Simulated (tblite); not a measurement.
# CH8FGeSi2: the cost of one run

Programs: tblite 0.8.0 and PySCF 2.14.0, with density-fitted response routines of our own. Each step states its level of theory. These are calculated values for one molecule in the gas phase, unless marked as measured. Atoms are numbered from 0 throughout.

### 1 The molecule as given

13 atoms, charge 0, multiplicity 2; geometry from: force field or distance geometry start.

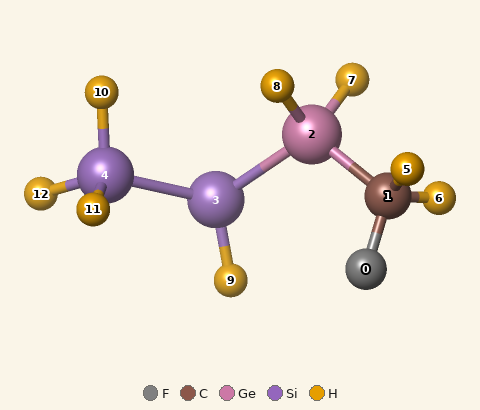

The starting geometry (fluorine grey, carbon brown, germanium pink, silicon purple, hydrogen amber), atoms numbered; sticks join atoms by distance.

### 2 Relaxing the molecule with GFN2-xTB

The job: settings as JSON, then the geometry in Å.

```
{"job": {"kind": "relax", "xc": "GFN2-xTB", "basis": "xTB"}, "charge": 0, "multiplicity": 2}
F      2.213700    -0.545300     1.258500
C      2.437000     0.079300     0.046300
Ge     0.879100     0.279600    -1.040600
Si    -0.860600    -1.098900    -0.488900
Si    -2.666300     0.025900     0.112800
H      2.894500     1.082300     0.221900
H      3.220000    -0.505300    -0.495600
H      1.331500     0.118100    -2.520700
H      0.393200     1.743100    -0.868400
H     -0.504900    -2.187100     0.432700
H     -2.825000     1.153000    -0.841900
H     -2.606000     0.627500     1.431600
H     -3.910500    -0.771600     0.012300
```

On the command line:

```bash
$ OMP_NUM_THREADS=1 python probes_run.py task.json out
```

This one command runs all jobs of the session in turn.

Q: Estimate the wall time of this first job on 1 thread of Arm Neoverse V1, shared host.

About 1.1 s.
